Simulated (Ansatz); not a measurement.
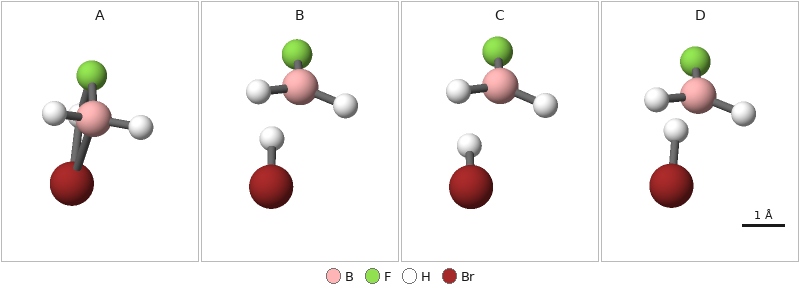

4 geometries from a converged minimum-energy path of BH$_{3}$BrF, made up at the start of BH₂F and HBr, shuffled. Style: ball-and-stick. Shown from a free direction.

These are results of RKS PBE/def2-SVP in Ansatz, not measurements. Run with 7 movable images; climbing image; force threshold 0.03 eV/Å; iteration limit 60; starting path through a guess of the saddle point.

Which of them lies highest in energy?

Answer. A. In order along the path, whose images run from 0 to 8: C (image 0, 0.0 kJ/mol), B (image 1, +0.6 kJ/mol), D (image 3, +8.8 kJ/mol), A (image 6, +62.0 kJ/mol). Breaking: B–F (1.34 → 1.80 Å), Br–H (1.44 → 2.19 Å). Forming: B–Br (3.02 → 2.01 Å), F–H (2.87 → 0.98 Å).

Limits of the set-up: the start holds two separate molecules, 2.9 Å apart at their closest, whose relative position is a soft coordinate and is computed without a dispersion correction.

The run took 2.3 min on 1 thread of Arm Neoverse V2, with other jobs on the host, peak memory 0.16 GiB.
